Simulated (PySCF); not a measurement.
C5H11FSi

The calculation's input:

```
{"job": {"kind": "nmr", "xc": "PBE0", "basis": "pcSseg-1"}, "charge": 0, "multiplicity": 1}
C      1.548156    -1.157169    -0.208127
C      0.731127     0.126901    -0.092197
C      1.298293     1.028849     1.003605
C     -0.721637    -0.198233     0.196003
Si    -1.961460    -0.721243    -1.134991
C     -1.768797     0.869086    -0.118621
F     -2.643815     1.162616     0.902113
H      1.147888    -1.791173    -0.996382
H      1.514802    -1.711173     0.727495
H      2.587243    -0.931131    -0.435562
H      0.783468     0.661920    -1.047767
H      1.291616     0.509062     1.959503
H      2.322596     1.314296     0.773496
H      0.701540     1.932621     1.101839
H     -0.855049    -0.632960     1.182890
H     -1.545540    -0.631290    -2.521741
H     -3.024621    -1.629339    -0.761871
H     -1.414572     1.804676    -0.541343
```

Command:

```sh
OMP_NUM_THREADS=1 python probes_run.py task.json out
```

Geometry: GFN2-xTB.

Computed with PBE0/pcSseg-1, SCF density, gas phase, non-relativistic in PySCF 2.14.0.

What can the converged electron density and electron localisation function tell about the bonding?

C–C (1.53 Å): the density is about 1.6 e/Å³ at the midpoint; the ELF peaks at about 0.95 between the atoms, as expected for localised, covalent bonding.
C–H (1.09 Å): ρ at the midpoint is about 2 e/Å³; the ELF climbs to about 1 towards the hydrogen, as it does in any bond to H: a covalent bond by its length.

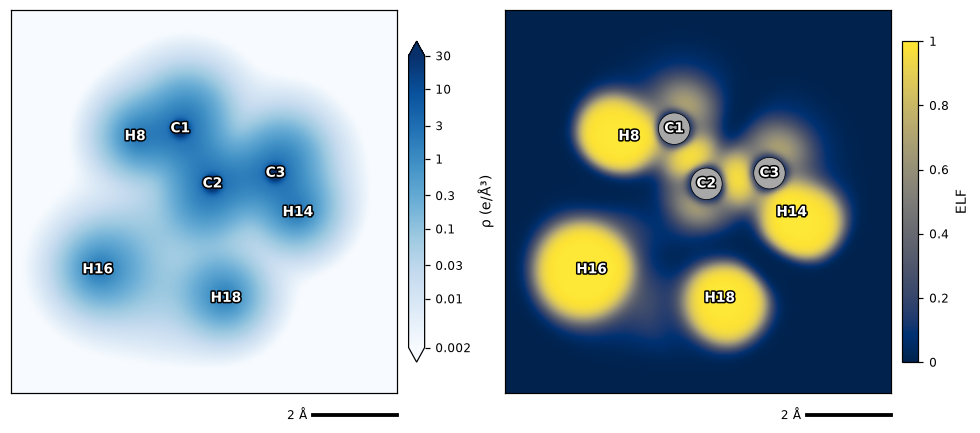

Computed electron density and electron localisation function on the plane of atoms C2, C3 and H14, in this order. Grey discs cover the atomic cores in the ELF map. 
